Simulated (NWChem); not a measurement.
**One shape, several levels: CdF2 (SMILES [F][Cd][F])**

Wanted: a comparison of 3 runs (TPSS/STO-3G, r2SCAN/STO-3G, MP2/def2-TZVP) of CdF2. 

The results are computed with NWChem 7.3.0.

## (1) The structure to begin with

CdF2 has 3 atoms, charge 0, and is taken as a singlet. As SMILES, `[F][Cd][F]`. Geometry: relaxed at PBE0-D4/def2-TZVP.

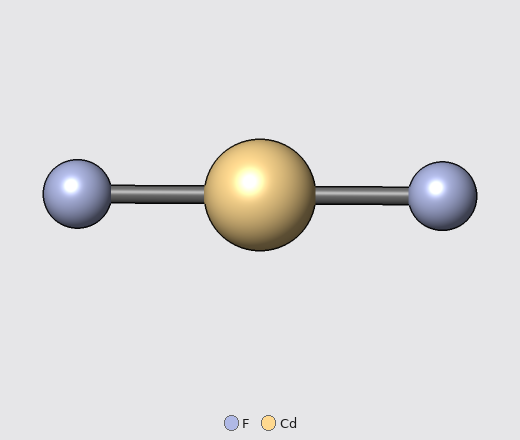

Viewed from a chosen angle; fluorine light blue, cadmium orange.

## (2) Energy and gradient at TPSS/STO-3G (run 1)

The input, cdf2.nw:

```
echo
start cdf2
title "CdF2 TPSS"
memory 2200 mb
charge 0

geometry noautosym nocenter noautoz
  F     1.458700    0.853100    0.883600
  Cd   -0.003700   -0.021500   -0.004400
  F    -1.465900   -0.896300   -0.892400
end

basis spherical bse
  F library STO-3G
  Cd library STO-3G
end

dft
  xc xtpss03 ctpss03
  grid xfine
  convergence energy 1e-08
  iterations 100
  mulliken
  print low
end

task dft gradient
```

Launch:

```sh
$ nwchem cdf2.nw > cdf2.out
```

The log of the run:

```text
[...]
 d= 0,ls=0.0,diis     1  -5609.8823978498 -5.86D+03  1.15D-01  6.75D-01     0.8
[...]
 d= 0,ls=0.0,diis    11  -5610.1155524023 -4.14D-09  7.63D-08  3.80D-12     5.9
         Total DFT energy =    -5610.115552402350
      One electron energy =    -8267.007864549078
           Coulomb energy =     2579.949231307511
    Exchange-Corr. energy =     -172.161047177198
 Nuclear repulsion energy =      249.104128016415
[...]
      Total Density - Mulliken Population Analysis
     ---------------------------------------------
    Atom       Charge   Shell Charges
 -----------   ------   -------------------------------------------------------
    1 F    9     9.18   2.00  1.97  5.21
    2 Cd  48    47.64   2.00  2.00  6.00  2.00  5.99  1.99  5.86  1.16  1.01  9.99  9.64
    3 F    9     9.18   2.00  1.97  5.21
[...]
                         DFT ENERGY GRADIENTS
    atom               coordinates                        gradient
                 x          y          z           x          y          z
   1 F       2.756543   1.612125   1.669762    0.052797   0.031572   0.032058
   2 Cd     -0.006992  -0.040629  -0.008315   -0.000022   0.000007  -0.000006
   3 F      -2.770149  -1.693761  -1.686391   -0.052776  -0.031579  -0.032053
 Task  times  cpu:        7.1s     wall:        7.1s
 Total times  cpu:        7.1s     wall:        7.1s
```

Run time: 7.8 s. Hardware: 1 thread of Intel Xeon Platinum 8375C at 2.90GHz (Ice Lake), shared host; peak memory 0.12 GiB.

## (3) Energy and gradient at r2SCAN/STO-3G (run 2)

The input, test.nw:

```
start test
title "CdF2"
memory stack 880 mb heap 220 mb global 1100 mb
charge 0

geometry units angstroms noautosym nocenter noautoz
  F      1.458700     0.853100     0.883600
  Cd    -0.003700    -0.021500    -0.004400
  F     -1.465900    -0.896300    -0.892400
end

basis spherical bse
  F library STO-3G
  Cd library STO-3G
end

dft
  xc r2scan
  grid xfine
  convergence energy 1e-08
  maxiter 100
  mulliken
end

task dft gradient
```

Launch:

```sh
$ nwchem test.nw > test.out
```

The log of the run:

```text
[...]
          Wavefunction type:  closed shell.
          No. of atoms     :     3
          No. of electrons :    66
[...]
          Charge           :     0
          Spin multiplicity:     1
[...]
          AO basis - number of functions:    37
[...]
              XC Information
              --------------
                      r^2SCAN Method XC Functional
               r^2SCAN metaGGA Exchange Functional  1.000
                     r^2SCAN Correlation Potential  1.000
[...]
 d= 0,ls=0.0,diis     1  -5610.2571878891 -5.86D+03  1.06D-01  6.16D-01     0.8
[...]
 d= 0,ls=0.0,diis    10  -5610.4706680575 -3.04D-09  1.27D-06  1.84D-09     5.6
         Total DFT energy =    -5610.470668057496
      One electron energy =    -8267.779592847430
           Coulomb energy =     2580.777858823535
    Exchange-Corr. energy =     -172.573062050015
 Nuclear repulsion energy =      249.104128016415
[...]
      Total Density - Mulliken Population Analysis
     ---------------------------------------------
    Atom       Charge   Shell Charges
 -----------   ------   -------------------------------------------------------
    1 F    9     9.20   2.00  1.97  5.23
    2 Cd  48    47.60   2.00  2.00  6.00  2.00  5.99  1.99  5.86  1.12  0.98  9.99  9.67
    3 F    9     9.20   2.00  1.97  5.23
[...]
  wavefunction    = closed shell
                         DFT ENERGY GRADIENTS
    atom               coordinates                        gradient
                 x          y          z           x          y          z
   1 F       2.756543   1.612125   1.669762    0.055439   0.033151   0.033662
   2 Cd     -0.006992  -0.040629  -0.008315   -0.000022   0.000007  -0.000006
   3 F      -2.770149  -1.693761  -1.686391   -0.055416  -0.033158  -0.033656
[...]
```

Run time: 7.5 s. Hardware: 1 thread of Intel Xeon Platinum 8375C at 2.90GHz (Ice Lake), shared host; peak memory 0.12 GiB.

## (4) Energy and gradient at MP2/def2-TZVP (core potential) (run 3)

The input, run.py:

```python
from ase import Atoms
from ase.calculators.nwchem import NWChem

atoms = Atoms('FCdF', positions=[
    [1.458700, 0.853100, 0.883600],
    [-0.003700, -0.021500, -0.004400],
    [-1.465900, -0.896300, -0.892400],
])

calc = NWChem(
    label='cdf2',
    theory='mp2',
    memory='2200 mb',
    basis='def2-TZVP',
    basispar='spherical bse',
    scf={'nopen': '0', 'rhf': None, 'thresh': '1e-08', 'maxiter': '80'},
    mp2={'freeze': 'core 2', 'tight': None},
    **{'ecp bse': {'Cd library': 'def2-TZVP'}},
)
atoms.calc = calc

forces = atoms.get_forces()
print(f"energy = {atoms.get_potential_energy():.6f} eV")
print("forces (eV/A):")
for s, f in zip(atoms.symbols, forces):
    print(f"{s:2s} {f[0]:10.5f} {f[1]:10.5f} {f[2]:10.5f}")
```

Launch:

```sh
$ export ASE_NWCHEM_COMMAND="nwchem PREFIX.nwi > PREFIX.nwo"
$ python run.py
```

The log of the run:

```text
energy = -9982.949986 eV
forces (eV/A):
F    -0.10403   -0.06207   -0.06315
Cd    0.00113    0.00036    0.00057
F     0.10290    0.06171    0.06253
```

The calculator wrote cdf2.nwi:

```
title "cdf2"

permanent_dir cdf2

scratch_dir cdf2

start cdf2

geometry units angstrom nocenter noautosym noautoz
  F  1.4587000000000001e+00 8.5309999999999997e-01 8.8360000000000005e-01
  Cd -3.7000000000000002e-03 -2.1499999999999998e-02 -4.4000000000000003e-03
  F  -1.4659000000000000e+00 -8.9629999999999999e-01 -8.9239999999999997e-01
end

memory 2200 mb

basis spherical bse noprint
   * library def2-TZVP
end

scf
  nopen 0
  rhf
  thresh 1e-08
  maxiter 80
end
mp2
  freeze core 2
  tight
end
ecp bse
  Cd library def2-TZVP
end

task mp2 gradient
```

cdf2.nwo, shortened:

```text
[...]
         Total SCF energy =   -365.854769380832
[...]
                         mp2 ENERGY GRADIENTS
    atom               coordinates                        gradient
                 x          y          z           x          y          z
   1 F       2.756543   1.612125   1.669762    0.002023   0.001207   0.001228
   2 Cd     -0.006992  -0.040629  -0.008315   -0.000022  -0.000007  -0.000011
   3 F      -2.770149  -1.693761  -1.686391   -0.002001  -0.001200  -0.001216
[...]
```

It took 41 s on 1 thread of Intel Xeon Platinum 8375C at 2.90GHz (Ice Lake), shared host; peak memory 0.48 GiB.

## (5) Overview of the runs

```csv
run,level,integration grid,iteration cap,energy (Eh),largest force (eV/Å),wall time
1,TPSS/STO-3G,xfine,100,-5610.115552,3.567,7.8 s
2,r2SCAN/STO-3G,xfine,100,-5610.470668,3.746,7.5 s
3,MP2/def2-TZVP (core potential),–,80,-366.866648,0.137,41 s
```

## (6) Results

```
                                                      quantity          value
                                           run 3: total energy  -366.86665 Eh
run 3: dipole moment (of the density that the program reports)         0.00 D
                    run 3: HOMO energy (Hartree–Fock orbitals)      -14.97 eV
                    run 3: LUMO energy (Hartree–Fock orbitals)        0.62 eV
                  run 3: HOMO–LUMO gap (Hartree–Fock orbitals)       15.59 eV
            run 3: correlation energy (2 core orbitals frozen)    -1011.9 mEh
                               run 3: largest force on an atom     0.137 eV/Å
```

In words: Totals of different functionals can't be ranked against each other. Some runs of one species differ in core potentials or relativity; totals across that change don't compare. In runs 1, 2 the basis is minimal, so the values are rough. In runs 1, 2 relativity is left out where basis or elements ask for it. All runs together took 56 s, the longest 41 s.
